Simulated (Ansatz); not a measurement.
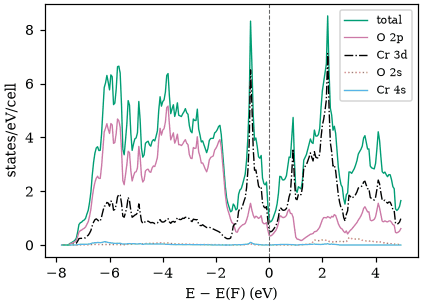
Fig. 1. Total and projected density of states of CrO2 (rutile, space group No. 136), DFT-PBE in the program Ansatz with PAW potentials

Question: Which orbitals carry the states next to the Fermi level?

Answer: Within 0.5 eV of the Fermi level: Cr 3d 61 %, O 2p 36 %. Projections are on Löwdin-orthogonalised atomic valence shells; empty p or d shells of many metals are not among them.

Question: Where is the tallest occupied peak in this window, and what makes it?

Answer: Near -0.7 eV, about 8.3 states/eV per cell; the largest projected share is Cr 3d.

Space group P4_2/mnm (rutile). Symmetry was held in the PBE relaxation. Spin order of the final state: ferromagnetic, chosen from 5 collinear starts compared on coarse meshes (ties went to the first, and starts can fall back to one state), not a proven ground state. Textbook magnetic order: ferromagnetic. No Hubbard U is applied. The compound may be a true metal, but semilocal functionals without U, or a wrong spin order, can also close a gap.

Potentials: the later of the program's two PAW sets.
